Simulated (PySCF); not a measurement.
C7H9O2 (SMILES [CH2]CCC#CC(=O)OC) (doublet)

```xyz
18

C    -4.0678    0.0940    0.5588
C    -2.6252    0.3685    0.6409
C    -1.8097   -0.5757   -0.2633
C    -0.3944   -0.3213   -0.1655
C     0.7860   -0.1004   -0.0829
C     2.1813    0.2085    0.0691
O     2.6222    1.0209    0.8418
O     2.9319   -0.5292   -0.7647
C     4.3305   -0.3030   -0.6953
H    -4.7856    0.8777    0.6938
H    -4.4220   -0.9115    0.4380
H    -2.4177    1.4093    0.3774
H    -2.2625    0.2330    1.6732
H    -2.1201   -0.4458   -1.3037
H    -2.0022   -1.6138    0.0212
H     4.7029   -0.5226    0.3082
H     4.5607    0.7381   -0.9340
H     4.7830   -0.9706   -1.4245
```

Geometry: GFN2-xTB.

All numbers below come from UKS B3LYP, pcH-1 on C H O, non-relativistic, mean-field spin-orbit, GIAO (PySCF).

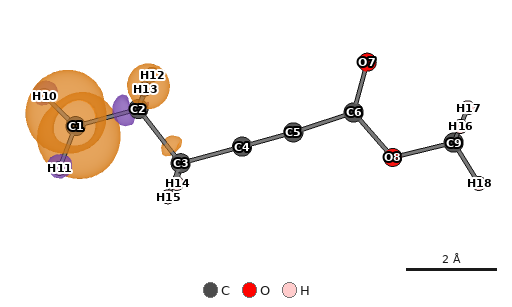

Figure 1. Isosurfaces of the spin density (α minus β) at +0.03 (orange) and −0.03 e/Å³ (purple), seen across its widest extent.

Which atoms carry the spin?

The unpaired spin (1 electron) lies mostly on C1 (about 0.7), in electrons by Hirshfeld's partition.

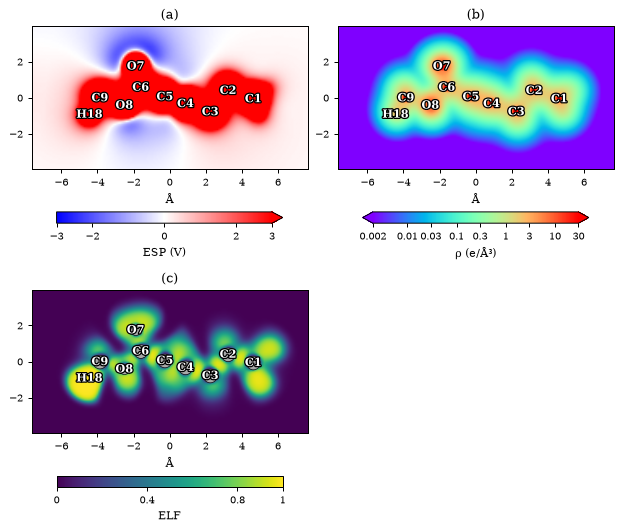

Figure 2. (a) electrostatic potential; (b) total electron density; (c) electron localisation function on the plane of atoms C6, O8 and C9. Grey discs cover the atomic cores in the ELF map.

Interpret the plot.

Atoms in the plane: C, O and H. C–C (1.20 Å): ρ is about 2.7 e/Å³ halfway; the ELF peaks at about 0.85 between the atoms; a short, multiple covalent bond. C–O (1.20 Å): ρ is about 3.1 e/Å³ halfway; the ELF peaks at about 0.85 between the atoms; a multiple bond. C–H (1.09 Å): ρ at the midpoint is about 2 e/Å³; the ELF climbs to about 1 towards the hydrogen, as it does in any bond to H: an ordinary covalent bond to hydrogen. C–O (1.34 Å): ρ is about 2.5 e/Å³ halfway; the ELF peaks at about 0.85 between the atoms, as expected for a polar covalent bond. The ELF also peaks beside O8 and O7, away from the bonds: non-bonding electrons, paired or unpaired. Outside the dense part of the molecule the potential is most negative (−2.2 V) near O7.

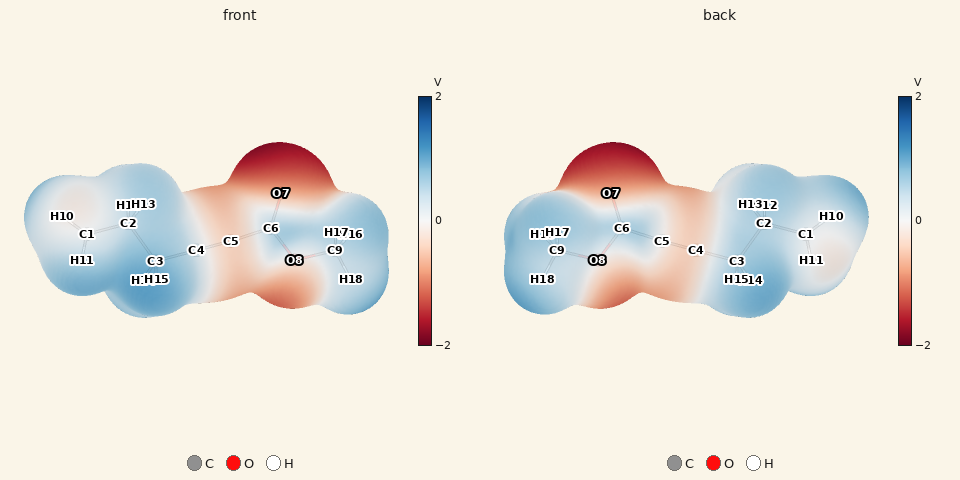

Figure 3. The electrostatic potential painted on the density surface at 0.002 e/bohr³, seen from the front and from behind; the colour scale runs from red (negative) to blue (positive).

Describe the electrostatic potential map.

The most negative region (about −1.8 V) lies over O7, the most positive (about +1.1 V) over H15 and H18. O7 is the likeliest acceptor of a hydrogen bond.
